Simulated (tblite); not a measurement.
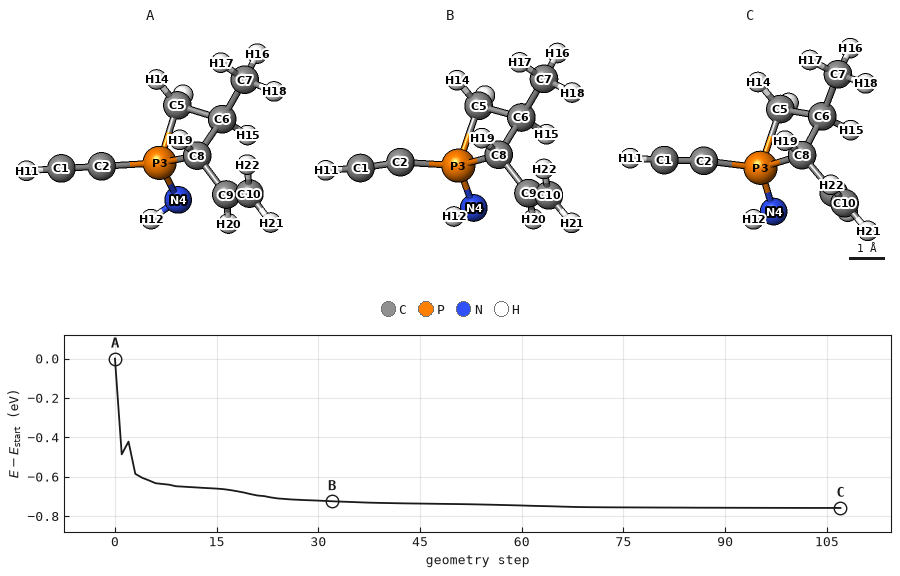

Frames of a relaxation of C8H12NP, marked on the history of the run. The picture is a ball-and-stick view, seen at a tilt.

Computed with tblite, GFN2-xTB geometry optimisation, gas phase. 

Question: What happens along the run?

Answer: The energy falls by 0.758 eV in 107 geometry steps. An H atom moves most after the best rigid fit: 0.78 Å. By element the largest moves are H 0.78 Å, N 0.55 Å, C 0.33 Å, P 0.15 Å. Among the contacts that change: N–P 1.705 → 1.553 Å, C–P 1.781 → 1.870 Å, C–P 1.796 → 1.848 Å, C–C 1.591 → 1.557 Å. Among the angles between lasting bonds that change: N–P–C 112.7° → 123.3°, P–N–H 108.5° → 116.4°, C–P–C 112.3° → 105.7°. Groups turn about N–P by about 50°, C–C by about 30°. From step 0 to 32: the N atom moves most (0.44 Å), energy −0.724 eV. From step 32 to 107: an H atom moves most (0.61 Å), energy −0.034 eV.

```csv
step,"E − E(0), eV"
0,0.0000
1,-0.4857
2,-0.4211
3,-0.5847
4,-0.6045
5,-0.6180
6,-0.6325
7,-0.6362
8,-0.6400
9,-0.6478
10,-0.6496
15,-0.6597
20,-0.6877
25,-0.7121
30,-0.7207
36,-0.7292
41,-0.7336
46,-0.7361
51,-0.7384
56,-0.7419
61,-0.7465
66,-0.7512
71,-0.7542
76,-0.7552
81,-0.7559
87,-0.7567
92,-0.7571
97,-0.7575
102,-0.7578
107,-0.7579
```
